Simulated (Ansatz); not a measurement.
Consider SrNbO3 (Pm-3m).

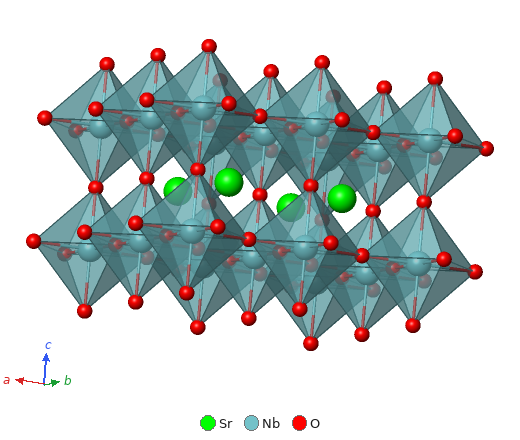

The structure (strontium green, niobium teal, oxygen red). 2×2×1 cells are drawn. Some periodic images of atoms are drawn too.

```
Sr Nb O
1.0
     0.00000   -4.06969    0.00000
    -4.06969    0.00000    0.00000
     0.00000    0.00000   -4.06969
Sr Nb O
1 1 3
Direct
  0.50000 0.50000 0.50000
  0.00000 0.00000 0.00000
  0.00000 0.50000 0.00000
  0.00000 0.00000 0.50000
  0.50000 0.00000 0.00000
```

The cell and positions are those that the Materials Project relaxed with its own functionals (PBE, PBE+U or r2SCAN), kept fixed. The program's search for lower electronic states was switched off, so nothing shows that the state found is the lowest. PAW set soft_2, made with PBE.

A constrained-RPA run (Ansatz 0.2.0; non-magnetic LDA; Nb t2g, bands v1 to c2, 6×6×6 mesh, medium accuracy) builds 3 functions on bands 3.8 eV wide, with 1.0 electrons in the window. The bare on-site interaction is 10.8 eV and the bare J 0.38 eV.

**Question.** What U and J survive the screening?

On the Nb t2g shell, U = 2.97 eV (27 % of the bare value), U′ = 2.41 eV, J = 0.28 eV.

The parent state is non-magnetic and the interaction static (zero frequency); U depends on the window and the orbitals, so it belongs to this model alone.

[Paths, hosts, dates, memory and timing lines, banners, echoed tables and standing remarks are left out of the program output.]

[Logs are printed without paths, hosts, clocks, repeated set-up lines and the standing remarks that a program may print on its own settings, such as how far it seeks lower states.]

[Runs of the session that timed out or met a known fault of the program may be left out.]

[Hosts, paths, dates, database ids (printed as entryN), source tags and the programs' standing remarks are cut or masked in the printed files.]
